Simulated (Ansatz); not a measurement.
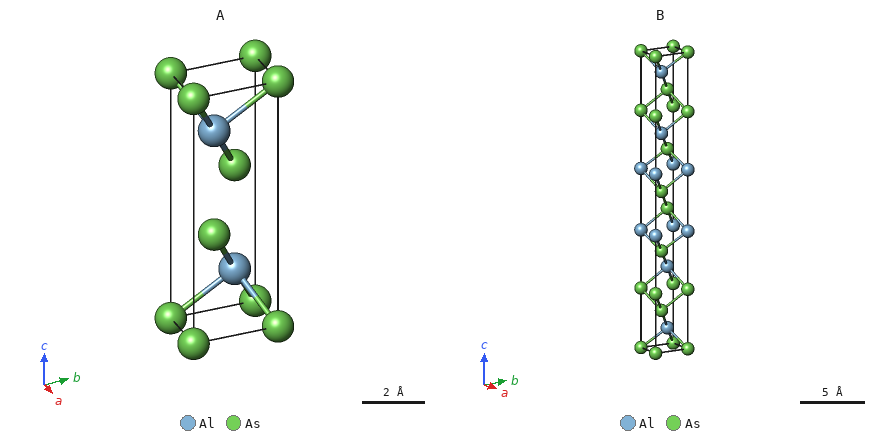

Two structures of Al2As3, each relaxed to rest (conventional cells in solid outline, small ones repeated, not to one scale). Method: DFT PBE, scalar-relativistic, plane waves, PAW (Ansatz 0.2.0), without spin polarisation.

**What are A and B?**

A: 5 atoms a cell on a primitive hexagonal lattice, P-3m1. B: 15 atoms a cell on a rhombohedral (trigonal R) lattice, R-3m.

**Which of the two does the method prefer?**

B is lower, by 52 meV/atom at this level of theory (energies at zero smearing). Volumes: A 19.3, B 19.4 Å³/atom.

One or both may be structure types tried for this composition rather than known phases.
